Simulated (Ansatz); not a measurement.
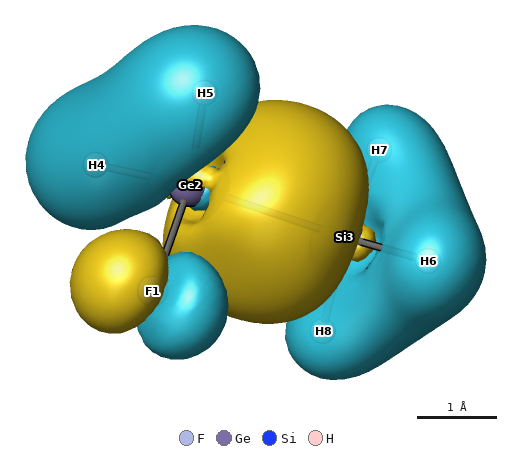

The picture shows: FGeH₅Si (SMILES [F][GeH2][SiH3]). The HOMO at ±0.08 Å⁻³ᐟ² (yellow and cyan are the two phases), seen at a tilt.

Geometry: PBE0-D4/def2-TZVP.

All numbers below come from RKS PBE0-D4/def2-TZVPP in Ansatz 0.2.0.

Input file:

```
crystal:
  periodic: [false, false, false]
  atoms:
    - {symbol: F, position_ang: [-2.004373, 1.117371, -0.231059]}
    - {symbol: Ge, position_ang: [-0.457342, 0.603470, -0.870639]}
    - {symbol: Si, position_ang: [0.596014, -0.672235, 0.846599]}
    - {symbol: H, position_ang: [-0.786703, -0.198712, -2.142386]}
    - {symbol: H, position_ang: [0.284002, 1.901037, -1.239474]}
    - {symbol: H, position_ang: [0.791964, 0.176125, 2.048854]}
    - {symbol: H, position_ang: [1.916964, -1.138618, 0.347730]}
    - {symbol: H, position_ang: [-0.248228, -1.845437, 1.184776]}
basis:
  gaussian: {orbitals: def2-TZVPP}
hamiltonian: {xc: pbe0, dispersion: d4}
output: {orbitals: {seedname: orbitals}}
```

Launched as:

```sh
ansatz run in.yaml --threads 2 --pin off --events-out ev --progress --plain --max-ram 32768MiB --backend cpu
```

Question: What is the character of this orbital?

Answer: It lies mainly on Ge2 (about 35 %), Si3 (about 35 %), F1 (about 10 %), H4 (about 5 %) and H5 (about 5 %). Its energy is −8.45 eV.
